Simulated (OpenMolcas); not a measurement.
# C3H12AlN (SMILES C[N+](C)(C)[AlH3-]): levels of theory compared

Aim: a comparison of 6 runs (HF/STO-3G, M06-2X/6-31G*, PBE0/6-31G*, SVWN5/6-31G*, r2SCAN/6-31G*, revPBE/6-31G*) of C3H12AlN. 

Program for the calculation: OpenMolcas 26.06.

1 further run of the same task is left out (set aside as unsound or not needed).

## (1) Starting point

The species is C3H12AlN (17 atoms), meant as a singlet with charge 0. As SMILES, `C[N+](C)(C)[AlH3-]`. The shape is that of a PBE0-D4/def2-TZVP optimisation.

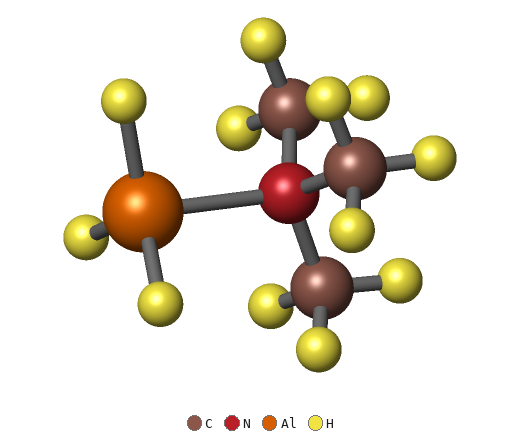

The structure, seen from a chosen angle (carbon brown, nitrogen red, aluminium orange, hydrogen yellow).

## (2) Energy and gradient at HF/STO-3G (run 1)

File mol.inp:

```
&GATEWAY
BasLib=$CurrDir
Coord
17
angstrom
C       -0.410030       0.333490      -1.422360
N        0.091540      -0.040900      -0.095470
C        1.374430       0.621560       0.164800
C        0.248370      -1.496930      -0.007280
Al      -1.266110       0.565730       1.320390
H       -0.544290       1.414480      -1.463590
H        0.293440       0.022320      -2.203250
H       -1.374660      -0.145770      -1.589950
H        1.721230       0.353090       1.162760
H        1.236220       1.701960       0.121050
H        2.123090       0.318450      -0.576240
H        0.596680      -1.760740       0.991400
H        0.969260      -1.853650      -0.751970
H       -0.717070      -1.973220      -0.178530
H       -1.270920       2.146180       1.036030
H       -2.552060      -0.268800       0.842230
H       -0.519120       0.062750       2.649950
Basis=STO-3G
Group=NoSym
&SEWARD
&SCF
Thresholds=1e-10 1e-07 1e-07 1e-05
PrOrbitals=1
&ALASKA
```

The basis set STO-3G is read from a file made from the Basis Set Exchange's data (not shown).

On the command line:

```sh
$ export MOLCAS_MEM=1860
$ pymolcas mol.inp > mol.log
```

Output:

```text
--- Start Module: gateway ---
[...]
--- Stop Module: gateway /rc=_RC_ALL_IS_WELL_ ---
[...]
      Basis functions           41
[...]
--- Start Module: scf ---
[...]
       Convergence after  10 Iterations
[...]
::    Total SCF energy                               -411.9554505238
[...]
      Total spin, S                                     0.0000000000
[...]
      Total electronic charge=   50.000000
      Total            charge=   -0.000000
[...]
      Dipole Moment (debye):
      Origin of the operator (angstrom)=   -0.2062    0.0921    0.2150
                   X=  3.4004E+00               Y= -1.5193E+00               Z= -3.5462E+00           Total=  5.1426E+00
      Quadrupole Moment (debye*angstrom):
[...]
 *              Molecular gradients               *
 **************************************************
  Irreducible representation: a
 ------------------------------------------------------------------------------------------
                              X                       Y                       Z
 ------------------------------------------------------------------------------------------
  C1                6.63356749705812E-03   -5.76555153744773E-03    2.77196276796250E-02
  N2                2.75789327604491E-02   -1.23255394391414E-02   -2.87881351398684E-02
  C3               -2.67944221054170E-02   -1.11724103140216E-02   -1.98850604007977E-03
  C4               -5.70658996247175E-03    2.85012986945690E-02    1.22875216687696E-03
  AL5               1.28680134659653E-02   -5.74402731228929E-03   -1.34244213381596E-02
  H6               -6.18457691654473E-04    1.84345797412799E-03    8.18745201078386E-04
  H7                4.18781233053922E-03   -2.08698082494641E-03   -1.81767331728455E-03
  H8               -1.92914963456037E-03   -6.06660649470347E-04    6.19100038415255E-04
[...]
```

It took 1.9 s on 1 thread of Intel Xeon 6975P-C (Granite Rapids), shared host; peak memory 0.38 GiB.

## (3) Energy and forces at M06-2X/6-31G(d) (spherical functions) (run 2)

File mol.input:

```
* C3H12AlN Kohn-Sham DFT
>>> EXPORT MOLCAS_PRINT=2
&GATEWAY
BASLIB=$CurrDir
COORD
17
angstrom
C       -0.410030       0.333490      -1.422360
N        0.091540      -0.040900      -0.095470
C        1.374430       0.621560       0.164800
C        0.248370      -1.496930      -0.007280
Al      -1.266110       0.565730       1.320390
H       -0.544290       1.414480      -1.463590
H        0.293440       0.022320      -2.203250
H       -1.374660      -0.145770      -1.589950
H        1.721230       0.353090       1.162760
H        1.236220       1.701960       0.121050
H        2.123090       0.318450      -0.576240
H        0.596680      -1.760740       0.991400
H        0.969260      -1.853650      -0.751970
H       -0.717070      -1.973220      -0.178530
H       -1.270920       2.146180       1.036030
H       -2.552060      -0.268800       0.842230
H       -0.519120       0.062750       2.649950
BASIS=6-31Gs
GROUP=NoSym
&SEWARD
GRIDINPUT
Grid=UltraFine
End of Grid
&SCF
KSDFT=M062X
THRESHOLDS=1e-10 1e-07 1e-07 1e-05
PRORBITALS=1
&ALASKA
```

The basis set 6-31G* is read from a file made from the Basis Set Exchange's data (not shown).

On the command line:

```sh
$ export MOLCAS_MEM=1860
$ pymolcas mol.input > mol.log
```

Output:

```text
--- Start Module: gateway ---
[...]
--- Stop Module: gateway /rc=_RC_ALL_IS_WELL_ ---
[...]
      Basis functions           98
[...]
--- Start Module: scf ---
[...]
       Convergence after  12 Iterations
[...]
::    Total KS-DFT energy                            -418.5759821663
[...]
      Total spin, S                                     0.0000000000
[...]
      Total electronic charge=   50.000000
      Total            charge=   -0.000000
[...]
      Dipole Moment (debye):
      Origin of the operator (angstrom)=   -0.2062    0.0921    0.2150
                   X=  3.5789E+00               Y= -1.5991E+00               Z= -3.7323E+00           Total=  5.4126E+00
      Quadrupole Moment (debye*angstrom):
[...]
 *              Molecular gradients               *
 **************************************************
  Irreducible representation: a
 ------------------------------------------------------------------------------------------
                              X                       Y                       Z
 ------------------------------------------------------------------------------------------
  C1                1.46913879259514E-03   -1.08845644601319E-03    3.83459270255759E-03
  N2                2.05635657105718E-03   -9.21350753547101E-04   -2.16456601159742E-03
  C3               -3.73304433239863E-03   -1.91379258930802E-03   -7.74740223247056E-04
  C4               -4.63024918883725E-04    4.22693464415946E-03   -2.74437835310448E-04
  AL5               1.44780680969170E-03   -6.42190701846346E-04   -1.53183331818241E-03
  H6                8.98136754077239E-05   -1.44635613275668E-03   -2.06637718676017E-04
  H7               -1.06400963335229E-03    5.10529640292967E-04    6.50668373302743E-04
  H8                1.25676045395018E-03    7.50757901720078E-04   -2.96501358165724E-05
[...]
```

Run time: 82 s. Hardware: 1 thread of Intel Xeon 6975P-C (Granite Rapids), shared host; peak memory 0.55 GiB.

Runs 3 to 5 aren't shown in full; the table further down has their settings and results.

## (4) Energy and forces at revPBE/6-31G(d) (spherical functions) (run 6)

File calc.inp:

```
>>> EXPORT MOLCAS_PRINT=2

&GATEWAY
 BasLib
 $CurrDir
 Coord
 17
 angstrom
 C       -0.410030       0.333490      -1.422360
 N        0.091540      -0.040900      -0.095470
 C        1.374430       0.621560       0.164800
 C        0.248370      -1.496930      -0.007280
 Al      -1.266110       0.565730       1.320390
 H       -0.544290       1.414480      -1.463590
 H        0.293440       0.022320      -2.203250
 H       -1.374660      -0.145770      -1.589950
 H        1.721230       0.353090       1.162760
 H        1.236220       1.701960       0.121050
 H        2.123090       0.318450      -0.576240
 H        0.596680      -1.760740       0.991400
 H        0.969260      -1.853650      -0.751970
 H       -0.717070      -1.973220      -0.178530
 H       -1.270920       2.146180       1.036030
 H       -2.552060      -0.268800       0.842230
 H       -0.519120       0.062750       2.649950
 Basis
 6-31Gs
 Group
 NoSym

&SEWARD
 GridInput
 Grid=UltraFine
 End of Grid

&SCF
 KSDFT
 revPBE
 Thresholds
 1e-10 1e-07 1e-07 1e-05
 PrOrbitals
 1 2

&ALASKA
```

The basis set 6-31G* is read from a file made from the Basis Set Exchange's data (not shown).

On the command line:

```sh
$ export MOLCAS_MEM=1860
$ pymolcas calc.inp > calc.log
```

Output:

```text
--- Start Module: gateway ---
[...]
--- Stop Module: gateway /rc=_RC_ALL_IS_WELL_ ---
[...]
      Basis functions           98
[...]
--- Start Module: scf ---
[...]
       Convergence after  12 Iterations
[...]
::    Total KS-DFT energy                            -418.5703390262
[...]
      Total spin, S                                     0.0000000000
[...]
      Total electronic charge=   50.000000
      Total            charge=   -0.000000
[...]
      Dipole Moment (debye):
      Origin of the operator (angstrom)=   -0.2062    0.0921    0.2150
                   X=  3.5570E+00               Y= -1.5893E+00               Z= -3.7095E+00           Total=  5.3794E+00
      Quadrupole Moment (debye*angstrom):
[...]
 *              Molecular gradients               *
 **************************************************
  Irreducible representation: a
 ------------------------------------------------------------------------------------------
                              X                       Y                       Z
 ------------------------------------------------------------------------------------------
  C1                2.79306991740014E-03   -2.07704148784504E-03    7.34383622341639E-03
  N2                3.86572268009411E-03   -1.72916528731759E-03   -4.06340603775956E-03
  C3               -7.10156143065976E-03   -3.67396401070375E-03   -1.44618492623544E-03
  C4               -8.58935906618230E-04    8.06179308730925E-03   -4.92465810419729E-04
  AL5               4.89219518649442E-03   -2.18138166777093E-03   -5.12167441095812E-03
  H6                1.11041519633293E-03   -7.18395975180464E-03    8.13237244480236E-04
  H7               -4.51689633670149E-03    1.89613475977768E-03    6.23053535231222E-03
  H8                6.49530242389584E-03    2.94003528477949E-03    1.63263871837138E-03
[...]
```

Run time: 68 s. Hardware: 1 thread of Intel Xeon 6975P-C (Granite Rapids), shared host; peak memory 0.55 GiB.

## (5) All runs side by side

```csv
run,level,integration grid,energy (Eh),dipole moment (D),HOMO energy (eV),LUMO energy (eV),wall time
1,HF/STO-3G,–,-411.955451,5.14,-7.62,13.79,1.9 s
2,M06-2X/6-31G* (spherical functions),UltraFine,-418.575982,5.41,-8.39,1.42,82 s
3,PBE0/6-31G* (spherical functions),UltraFine,-418.359216,5.40,-7.26,0.84,67 s
4,SVWN5/6-31G* (spherical functions),UltraFine,-416.002124,5.34,-6.02,-0.25,56 s
5,r2SCAN/6-31G* (spherical functions),UltraFine,-418.547773,5.41,-6.31,0.47,87 s
6,revPBE/6-31G* (spherical functions),UltraFine,-418.570339,5.38,-5.96,0.17,68 s
```

## (6) What came out

```
                       quantity          value
            run 6: total energy  -418.57034 Eh
           run 6: dipole moment         5.38 D
             run 6: HOMO energy       -5.96 eV
             run 6: LUMO energy        0.17 eV
           run 6: HOMO–LUMO gap        6.13 eV
run 6: largest force on an atom     0.418 eV/Å
```

**Reading.** The dipole moment (its size) runs from 5.14 D (HF/STO-3G) to 5.41 D (M06-2X/6-31G*). The two ends differ in method and basis. The HOMO–LUMO gap runs from 5.77 eV (SVWN5/6-31G*) to 21.42 eV (HF/STO-3G). Totals of different functionals can't be ranked against each other. In run 1 the basis is minimal, so the values are rough. All runs together took 6 min, the longest 87 s.
